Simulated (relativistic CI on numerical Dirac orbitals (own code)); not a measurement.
**P²⁺: one ion under different settings**

Aim: see what numerical and physical settings do to the SCF, the total energy and the lowest levels of P²⁺.

The numbers are computed with relativistic CI on numerical Dirac orbitals (own code) version 3 (Dirac-Coulomb-Breit CI, KLI orbitals optimised for each configuration, model QED (radiative potential, 1s self-energy scaled to tabulated hydrogen-like ionisation energies), numerical settings as typed), except any that are marked as measured or tabulated.

## (1) What is computed

| Item | Value |
| --- | --- |
| ion | P²⁺ (P III) |
| nuclear charge | 15 |
| electrons | 13 |
| isotope | A = 31 |

## (2) Usual settings

Settings of the run:

```ini
atom P  Z=15  charge=2  electrons=13
nucleus A=31  rms_radius_fm=3.1889
hamiltonian dirac-coulomb  breit=on  qed=on  c_scale=1
orbitals kli  potential=per-configuration
slater_scale 1
correlation none
mixing on
grid step=0.0125 r_max=34.3
scf mixing=0.4 start=green max_iterations=150 tolerance=2e-08 node_fill=0.05
configurations
  [Ne] 3s2 3p
  [Ne] 3s 3p2
  [Ne] 3s2 3d
end
```

On the command line:

```bash
> python run_levels.py task.json out
```

One command runs all members of the session, one after another, from task.json.

From the run's result record (rounded, not every field):

```text
{
  "status": "converged",
  "levels [i, E_cm, J2, conf, term, w_term, w_jj]": [
    [0, 0, 1, "3s2 3p", "2P*", 1, 1],
    [1, 564.42112, 3, "3s2 3p", "2P*", 1, 1],
    [2, 44366.113, 1, "3s 3p2", "4P", 0.9999, 0.4512],
    [3, 44569.107, 3, "3s 3p2", "4P", 1, 0.8912],
    [4, 44897.104, 5, "3s 3p2", "4P", 0.9999, 0.6577],
    [5, 69123.446, 3, "3s 3p2", "2D", 0.7763, 0.5198],
    [6, 69152.948, 5, "3s 3p2", "2D", 0.7759, 0.5091],
    [7, 98977.28, 1, "3s 3p2", "2S", 0.9996, 0.6622],
    [8, 115057.91, 1, "3s 3p2", "2P", 0.9996, 0.6674],
    [9, 115422.66, 3, "3s 3p2", "2P", 0.9994, 0.5496],
    [10, 120016.34, 3, "3s2 3d", "2D", 0.7758, 0.7758],
    [11, 120023.56, 5, "3s2 3d", "2D", 0.776, 0.776]
  ],
  "total_energy [Ha]": -340.37315344,
  "n_levels_all": 12,
  "overlap": 2.00308e-13,
  "scf_iterations": [10, 10, 10],
  "orbital_energies [Ha]": {"1s": -77.6364, "2s": -7.56096, "2p1/2": -5.75204, "2p3/2": -5.71833, "3s": -1.43464, "3p1/2": -1.08432, "3p3/2": -1.08157},
  "configurations [conf, odd, states, E_av_Ha, breit_Ha, qed_Ha]": [
    ["3s2 3p", 1, 6, -340.4869353, 0.06968, 0.04582],
    ["3s 3p2", 0, 30, -340.1495239, 0.06964, 0.04565],
    ["3s2 3d", 0, 10, -339.9935239, 0.06949, 0.04584]
  ],
  "scf_steps of the first configuration [iteration, E_Ha, residual, outer_eigenvalue_Ha]": [
    [1, -337.5145079, 1.28, -1.516],
    [2, -339.8825142, 0.564, -1.231],
    [3, -340.4859818, 0.0333, -1.072],
    [4, -340.4865366, 0.0123, -1.081],
    [5, -340.4869289, 0.000431, -1.081],
    [6, -340.4869342, 0.000151, -1.081],
    [7, -340.4869355, 3.97e-05, -1.082],
    [8, -340.4869353, 1.29e-06, -1.082],
    [9, -340.4869353, 3.4e-07, -1.082],
    [10, -340.4869353, 3.43e-09, -1.082]
  ]
}
```

It took 0.12 s on 1 thread of Intel Xeon Platinum 8488C, shared host.

## (3) Start potential previous, speed-of-light factor 2

Settings of the run:

```ini
atom P  Z=15  charge=2  electrons=13
nucleus A=31  rms_radius_fm=3.1889
hamiltonian dirac-coulomb  breit=on  qed=on  c_scale=2
orbitals kli  potential=per-configuration
slater_scale 1
correlation none
mixing on
grid step=0.0125 r_max=34.3
scf mixing=0.4 start=previous max_iterations=150 tolerance=2e-08 node_fill=0.05
configurations
  [Ne] 3s2 3p
  [Ne] 3s 3p2
  [Ne] 3s2 3d
end
```

Result record:

```text
{
  "status": "converged",
  "levels [i, E_cm, J2, conf, term, w_term]": [
    [0, 0, 1, "3s2 3p", "2P*", 1],
    [1, 141.044, 3, "3s2 3p", "2P*", 1],
    [2, 43741.604, 1, "3s 3p2", "4P", 1],
    [3, 43791.829, 3, "3s 3p2", "4P", 1],
    [4, 43874.083, 5, "3s 3p2", "4P", 1],
    [5, 68363.806, 3, "3s 3p2", "2D", 0.7799],
    [6, 68370.617, 5, "3s 3p2", "2D", 0.7798],
    [7, 98088.462, 1, "3s 3p2", "2S", 1],
    "... 4 more rows left out ..."
  ],
  "total_energy [Ha]": -339.7917855,
  "n_levels_all": 12,
  "overlap": 2.02613e-13,
  "scf_iterations": [10, 7, 9],
  "orbital_energies [Ha]": {"1s": -77.4681, "2s": -7.53572, "2p1/2": -5.73635, "2p3/2": -5.72796, "3s": -1.43209, "3p1/2": -1.08317, "3p3/2": -1.08249},
  "configurations [conf, odd, states, E_av_Ha, breit_Ha, qed_Ha]": [
    ["3s2 3p", 1, 6, -339.8508134, 0.01738, 0.04208],
    ["3s 3p2", 0, 30, -339.5161926, 0.01737, 0.04192],
    ["3s2 3d", 0, 10, -339.3576648, 0.01733, 0.0421]
  ],
  "scf_steps of the first configuration [iteration, E_Ha, residual, outer_eigenvalue_Ha]": [
    [1, -338.970881, 0.946, -0.8155],
    [2, -339.7067322, 0.367, -0.9455],
    [3, -339.8475971, 0.0302, -1.071],
    [4, -339.8505022, 0.0117, -1.087],
    [5, -339.8507539, 0.00127, -1.083],
    [6, -339.8508119, 8.86e-05, -1.082],
    [7, -339.8508127, 1.59e-05, -1.083],
    [8, -339.8508134, 5.81e-07, -1.082],
    [9, -339.8508134, 3.72e-08, -1.082],
    [10, -339.8508134, 4.95e-09, -1.082]
  ]
}
```

It took 0.16 s on 1 thread of Intel Xeon Platinum 8488C, shared host.

A changed speed of light describes a fictitious ion. The QED potentials keep the true α.

## (4) Node fill 0

Settings of the run:

```ini
atom P  Z=15  charge=2  electrons=13
nucleus A=31  rms_radius_fm=3.1889
hamiltonian dirac-coulomb  breit=on  qed=on  c_scale=1
orbitals kli  potential=per-configuration
slater_scale 1
correlation none
mixing on
grid step=0.0125 r_max=34.3
scf mixing=0.4 start=green max_iterations=150 tolerance=2e-08 node_fill=0
configurations
  [Ne] 3s2 3p
  [Ne] 3s 3p2
  [Ne] 3s2 3d
end
```

Result record:

```text
{
  "status": "converged",
  "levels [i, E_cm, J2, conf, term, w_term]": [
    [0, 0, 1, "3s2 3p", "2P*", 1],
    [1, 561.36322, 3, "3s2 3p", "2P*", 1],
    [2, 44274.213, 1, "3s 3p2", "4P", 0.9999],
    [3, 44476.185, 3, "3s 3p2", "4P", 1],
    [4, 44802.53, 5, "3s 3p2", "4P", 0.9999],
    [5, 69076.9, 3, "3s 3p2", "2D", 0.7758],
    [6, 69106.457, 5, "3s 3p2", "2D", 0.7753],
    [7, 99026.83, 1, "3s 3p2", "2S", 0.9996],
    "... 4 more rows left out ..."
  ],
  "total_energy [Ha]": -340.37271107,
  "n_levels_all": 12,
  "overlap": 2.03708e-13,
  "scf_iterations": [10, 10, 10],
  "orbital_energies [Ha]": {"1s": -77.7271, "2s": -7.59466, "2p1/2": -5.78798, "2p3/2": -5.75416, "3s": -1.44064, "3p1/2": -1.08938, "3p3/2": -1.08659},
  "configurations [conf, odd, states, E_av_Ha, breit_Ha, qed_Ha]": [
    ["3s2 3p", 1, 6, -340.4866046, 0.06977, 0.04583],
    ["3s 3p2", 0, 30, -340.1492384, 0.06973, 0.04566],
    ["3s2 3d", 0, 10, -339.9932089, 0.06958, 0.04585]
  ],
  "scf_steps of the first configuration [iteration, E_Ha, residual, outer_eigenvalue_Ha]": [
    [1, -337.5145079, 1.27, -1.516],
    [2, -339.8701368, 0.558, -1.234],
    [3, -340.4863704, 0.0321, -1.076],
    [4, -340.485892, 0.0117, -1.085],
    [5, -340.4865978, 0.000305, -1.086],
    [6, -340.4866069, 0.000132, -1.086],
    [7, -340.4866063, 4.92e-05, -1.087],
    [8, -340.4866047, 1.98e-06, -1.087],
    [9, -340.4866046, 2.03e-07, -1.087],
    [10, -340.4866046, 1.86e-09, -1.087]
  ]
}
```

Wall time 0.16 s (1 thread of Intel Xeon Platinum 8488C, shared host).

## (5) Grid step 0.008

Settings: those of step 4 with these lines changed.

```diff
@@ -7,4 +7,4 @@
 mixing on
-grid step=0.0125 r_max=34.3
-scf mixing=0.4 start=green max_iterations=150 tolerance=2e-08 node_fill=0
+grid step=0.008 r_max=34.3
+scf mixing=0.4 start=green max_iterations=150 tolerance=2e-08 node_fill=0.05
 configurations
```

Result record:

```text
{
  "status": "converged",
  "levels [i, E_cm, J2, conf, term, w_term]": [
    [0, 0, 1, "3s2 3p", "2P*", 1],
    [1, 564.42121, 3, "3s2 3p", "2P*", 1],
    [2, 44366.117, 1, "3s 3p2", "4P", 0.9999],
    [3, 44569.111, 3, "3s 3p2", "4P", 1],
    [4, 44897.109, 5, "3s 3p2", "4P", 0.9999],
    [5, 69123.453, 3, "3s 3p2", "2D", 0.7763],
    [6, 69152.954, 5, "3s 3p2", "2D", 0.7759],
    [7, 98977.288, 1, "3s 3p2", "2S", 0.9996],
    "... 4 more rows left out ..."
  ],
  "total_energy [Ha]": -340.37317167,
  "n_levels_all": 12,
  "overlap": 1.17093e-14,
  "scf_iterations": [10, 10, 10],
  "orbital_energies [Ha]": {"1s": -77.6364, "2s": -7.56096, "2p1/2": -5.75204, "2p3/2": -5.71833, "3s": -1.43464, "3p1/2": -1.08432, "3p3/2": -1.08157},
  "configurations [conf, odd, states, E_av_Ha, breit_Ha, qed_Ha]": [
    ["3s2 3p", 1, 6, -340.4869535, 0.06968, 0.04582],
    ["3s 3p2", 0, 30, -340.1495421, 0.06964, 0.04565],
    ["3s2 3d", 0, 10, -339.9935421, 0.06949, 0.04584]
  ],
  "scf_steps of the first configuration [iteration, E_Ha, residual, outer_eigenvalue_Ha]": [
    [1, -337.5145256, 1.28, -1.516],
    [2, -339.8825323, 0.564, -1.231],
    [3, -340.486, 0.0333, -1.072],
    [4, -340.4865549, 0.0123, -1.081],
    [5, -340.4869471, 0.00043, -1.081],
    [6, -340.4869524, 0.000154, -1.081],
    [7, -340.4869537, 3.94e-05, -1.082],
    [8, -340.4869535, 1.29e-06, -1.082],
    [9, -340.4869535, 3.08e-07, -1.082],
    [10, -340.4869535, 3.34e-09, -1.082]
  ]
}
```

Wall time 0.23 s (1 thread of Intel Xeon Platinum 8488C, shared host).

## (6) Grid step 0.006

Settings: those of step 5 with these lines changed.

```diff
@@ -7,3 +7,3 @@
 mixing on
-grid step=0.008 r_max=34.3
+grid step=0.006 r_max=34.3
 scf mixing=0.4 start=green max_iterations=150 tolerance=2e-08 node_fill=0.05
```

Result record:

```text
{
  "status": "converged",
  "levels [i, E_cm, J2, conf, term, w_term]": [
    [0, 0, 1, "3s2 3p", "2P*", 1],
    [1, 564.42125, 3, "3s2 3p", "2P*", 1],
    [2, 44366.119, 1, "3s 3p2", "4P", 0.9999],
    [3, 44569.113, 3, "3s 3p2", "4P", 1],
    [4, 44897.111, 5, "3s 3p2", "4P", 0.9999],
    [5, 69123.455, 3, "3s 3p2", "2D", 0.7763],
    [6, 69152.957, 5, "3s 3p2", "2D", 0.7759],
    [7, 98977.291, 1, "3s 3p2", "2S", 0.9996],
    "... 4 more rows left out ..."
  ],
  "total_energy [Ha]": -340.37317979,
  "n_levels_all": 12,
  "overlap": 3.29804e-15,
  "scf_iterations": [10, 10, 10],
  "orbital_energies [Ha]": {"1s": -77.6364, "2s": -7.56096, "2p1/2": -5.75204, "2p3/2": -5.71833, "3s": -1.43464, "3p1/2": -1.08432, "3p3/2": -1.08157},
  "configurations [conf, odd, states, E_av_Ha, breit_Ha, qed_Ha]": [
    ["3s2 3p", 1, 6, -340.4869616, 0.06968, 0.04582],
    ["3s 3p2", 0, 30, -340.1495502, 0.06964, 0.04565],
    ["3s2 3d", 0, 10, -339.9935501, 0.06949, 0.04584]
  ],
  "scf_steps of the first configuration [iteration, E_Ha, residual, outer_eigenvalue_Ha]": [
    [1, -337.5145336, 1.28, -1.516],
    [2, -339.8825403, 0.564, -1.231],
    [3, -340.4860081, 0.0333, -1.072],
    [4, -340.486563, 0.0123, -1.081],
    [5, -340.4869552, 0.00043, -1.081],
    [6, -340.4869605, 0.000154, -1.081],
    [7, -340.4869618, 3.94e-05, -1.082],
    [8, -340.4869616, 1.26e-06, -1.082],
    [9, -340.4869616, 2.85e-07, -1.082],
    [10, -340.4869616, 2.66e-09, -1.082]
  ]
}
```

It took 0.29 s on 1 thread of Intel Xeon Platinum 8488C, shared host.

## (7) Node fill 50

Settings: those of step 6 with these lines changed.

```diff
@@ -7,4 +7,4 @@
 mixing on
-grid step=0.006 r_max=34.3
-scf mixing=0.4 start=green max_iterations=150 tolerance=2e-08 node_fill=0.05
+grid step=0.0125 r_max=34.3
+scf mixing=0.4 start=green max_iterations=63 tolerance=2e-08 node_fill=50
 configurations
```

Result record:

```text
{
  "status": "converged",
  "levels [i, E_cm, J2, conf, term, w_term]": [
    [0, 0, 1, "3s2 3p", "2P*", 1],
    [1, 586.62006, 3, "3s2 3p", "2P*", 1],
    [2, 42820.884, 1, "3s 3p2", "4P", 0.9999],
    [3, 43033.201, 3, "3s 3p2", "4P", 1],
    [4, 43376.222, 5, "3s 3p2", "4P", 0.9998],
    [5, 62959.436, 3, "3s 3p2", "2D", 0.7273],
    [6, 62982.063, 5, "3s 3p2", "2D", 0.7269],
    [7, 90618.708, 1, "3s 3p2", "2S", 0.9994],
    "... 4 more rows left out ..."
  ],
  "total_energy [Ha]": -340.14530905,
  "n_levels_all": 12,
  "overlap": 1.35257e-13,
  "scf_iterations": [12, 12, 12],
  "orbital_energies [Ha]": {"1s": -75.9547, "2s": -6.71181, "2p1/2": -4.87368, "2p3/2": -4.84221, "3s": -1.14698, "3p1/2": -0.862439, "3p3/2": -0.860894},
  "configurations [conf, odd, states, E_av_Ha, breit_Ha, qed_Ha]": [
    ["3s2 3p", 1, 6, -340.2561323, 0.06728, 0.04533],
    ["3s 3p2", 0, 30, -339.9432165, 0.06728, 0.04523],
    ["3s2 3d", 0, 10, -339.8317135, 0.06722, 0.04536]
  ],
  "scf_steps of the first configuration [iteration, E_Ha, residual, outer_eigenvalue_Ha]": [
    [1, -337.5145079, 1.67, -1.516],
    [2, -340.1986815, 0.738, -1.125],
    [3, -340.250417, 0.0635, -0.8994],
    [4, -340.3054611, 0.0239, -0.8804],
    [5, -340.2552472, 0.00381, -0.8557],
    [6, -340.2564985, 0.0013, -0.8595],
    [7, -340.2561932, 0.00014, -0.8609],
    [8, -340.2561723, 4.85e-05, -0.8609],
    [9, -340.2561329, 8.84e-06, -0.8609],
    [10, -340.2561327, 4.57e-07, -0.8609],
    [11, -340.2561326, 1.87e-07, -0.8609],
    [12, -340.2561323, 9.19e-09, -0.8609]
  ]
}
```

Wall time 0.16 s (1 thread of Intel Xeon Platinum 8488C, shared host).

A bad setting: its result is shown only for the comparison.

## (8) Potential mixing 1.3

Settings: those of step 7 with these lines changed.

```diff
@@ -8,3 +8,3 @@
 grid step=0.0125 r_max=34.3
-scf mixing=0.4 start=green max_iterations=63 tolerance=2e-08 node_fill=50
+scf mixing=1.3 start=green max_iterations=74 tolerance=2e-08 node_fill=0.05
 configurations
```

Result record:

```text
{
  "status": "converged",
  "levels [i, E_cm, J2, conf, term, w_term]": [
    [0, 0, 1, "3s2 3p", "2P*", 1],
    [1, 564.42112, 3, "3s2 3p", "2P*", 1],
    [2, 44366.112, 1, "3s 3p2", "4P", 0.9999],
    [3, 44569.107, 3, "3s 3p2", "4P", 1],
    [4, 44897.104, 5, "3s 3p2", "4P", 0.9999],
    [5, 69123.446, 3, "3s 3p2", "2D", 0.7763],
    [6, 69152.948, 5, "3s 3p2", "2D", 0.7759],
    [7, 98977.28, 1, "3s 3p2", "2S", 0.9996],
    "... 4 more rows left out ..."
  ],
  "total_energy [Ha]": -340.37315344,
  "n_levels_all": 12,
  "overlap": 2.02017e-13,
  "scf_iterations": [10, 10, 10],
  "orbital_energies [Ha]": {"1s": -77.6364, "2s": -7.56096, "2p1/2": -5.75204, "2p3/2": -5.71833, "3s": -1.43464, "3p1/2": -1.08432, "3p3/2": -1.08157},
  "configurations [conf, odd, states, E_av_Ha, breit_Ha, qed_Ha]": [
    ["3s2 3p", 1, 6, -340.4869353, 0.06968, 0.04582],
    ["3s 3p2", 0, 30, -340.1495239, 0.06964, 0.04565],
    ["3s2 3d", 0, 10, -339.9935239, 0.06949, 0.04584]
  ],
  "scf_steps of the first configuration [iteration, E_Ha, residual, outer_eigenvalue_Ha]": [
    [1, -337.5145079, 1.28, -1.516],
    [2, -337.1394347, 1.29, -0.871],
    [3, -340.4825806, 0.0631, -1.111],
    [4, -340.48505, 0.0372, -1.093],
    [5, -340.4869401, 0.000436, -1.082],
    [6, -340.4869369, 0.000387, -1.081],
    [7, -340.486935, 7e-05, -1.082],
    [8, -340.4869353, 2.17e-07, -1.082],
    [9, -340.4869353, 3.29e-08, -1.082],
    [10, -340.4869353, 9.84e-10, -1.082]
  ]
}
```

It took 0.15 s on 1 thread of Intel Xeon Platinum 8488C, shared host.

An extreme setting, but here it did no harm: energy and levels are those of the usual run.

## (9) The runs side by side

| setting | total energy less usual (Ha) | largest shift of a level among the lowest eight of both runs, same label and place (cm⁻¹) | SCF iterations | time | lowest level | kind of change |
| --- | --- | --- | --- | --- | --- | --- |
| usual | 0 | 0 | 30 | 0.12 s | 3p 2P°1/2 | - |
| start potential previous, speed-of-light factor 2 | 0.581 | 1020 | 26 | 0.16 s | 3p 2P°1/2 | unphysical constant |
| node fill 0 | 0.000442 | 94.6 | 30 | 0.16 s | 3p 2P°1/2 | numerical |
| grid step 0.008 | -1.82e-05 | 0.00790 | 30 | 0.23 s | 3p 2P°1/2 | numerical |
| grid step 0.006 | -2.64e-05 | 0.0114 | 30 | 0.29 s | 3p 2P°1/2 | numerical |
| node fill 50 | 0.228 | 8360 | 36 | 0.16 s | 3p 2P°1/2 | unsound |
| potential mixing 1.3 | 0 | 0 | 30 | 0.15 s | 3p 2P°1/2 | extreme, harmless here |

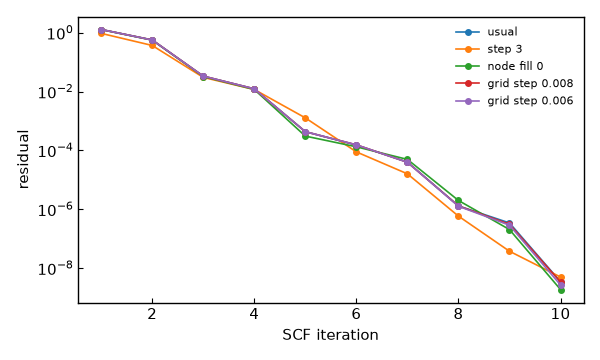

Residual of the first configuration's SCF.

## (10) Outcome

| quantity | value |
| --- | --- |
| lowest level, usual settings | 3p 2P°1/2 |
| total energy | -340.3732 Ha |
| first excitation | 564.4 cm⁻¹ |

Among the runs whose levels can be followed, they move most under «node fill 50» (unsound), by up to 8360 cm⁻¹. No visible change in the result comes from «potential mixing 1.3». Only the listed configurations are in the model. In a near-neutral ion this small CI can misplace whole configurations by 10,000 cm⁻¹ or more.
